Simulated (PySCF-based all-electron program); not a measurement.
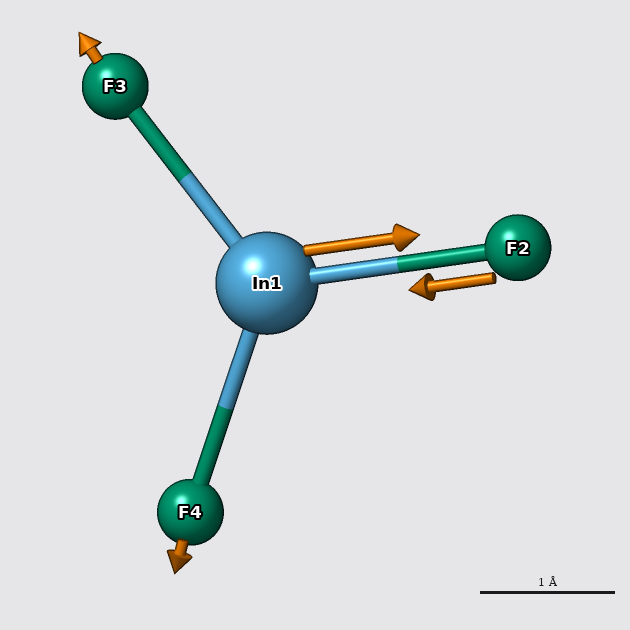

Arrows show the forces on the atoms, 0.3 Å of arrow for 1 eV/Å; forces under a tenth of the largest aren't drawn. Level of theory: HSE06, all-electron, scalar-relativistic (Koelling-Harmon), large uncontracted Gaussian sets (PySCF-based all-electron program).

> On which atom is the force largest, and how large is it?

On In1: 3.16 eV/Å.

> Along which bond is the force strongest?

In1–F2, now 2.068 Å: the forces pull its atoms together, so a first step downhill shortens it.

List the force components in the frame of the picture (x right, y up, z towards the viewer), in eV/Å.

| atom | Fx | Fy | Fz |
| --- | --- | --- | --- |
| In1 | 2.88 | 0.41 | 1.24 |
| F2 | −2.16 | −0.31 | −0.93 |
| F3 | −0.50 | 0.75 | −0.09 |
| F4 | −0.22 | −0.85 | −0.22 |
